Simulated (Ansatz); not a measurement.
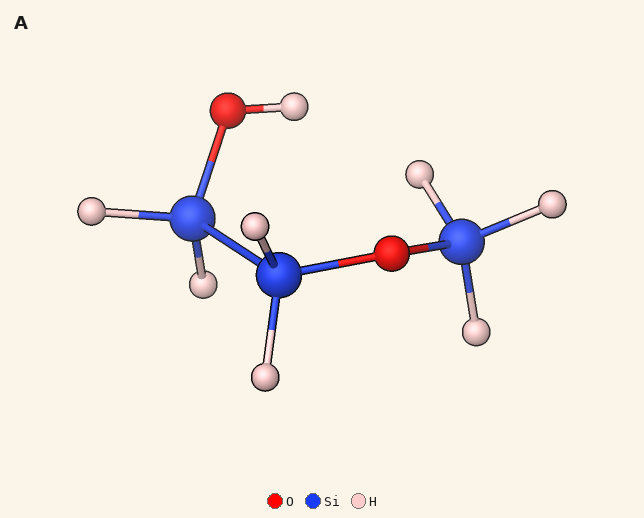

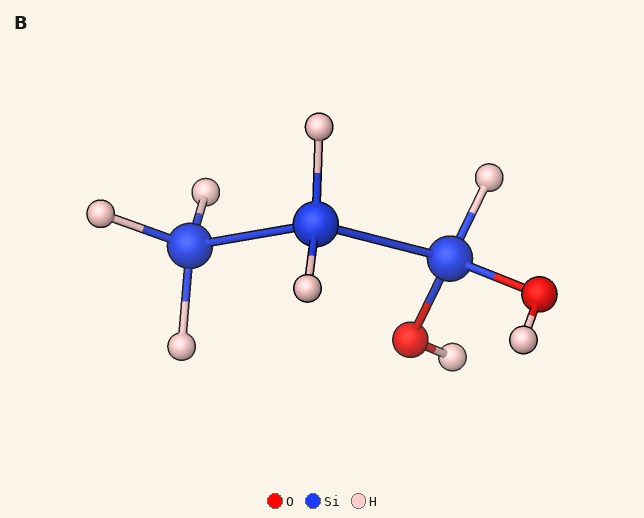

2 stationary structures of one formula. Geometries: PBE-D4/def2-SVP. Electronic energies: PBE-D4/def2-SVP (Ansatz 0.2.0), without zero-point energy. No frequency run is at hand to confirm each as a minimum. Each is one conformer, not always the lowest.

### Rank them by energy, lowest first.

A is lowest; B lies 7.1 kcal/mol above it. A is `O[SiH2][SiH2]O[SiH3]`, B is `O[SiH](O)[SiH2][SiH3]`.
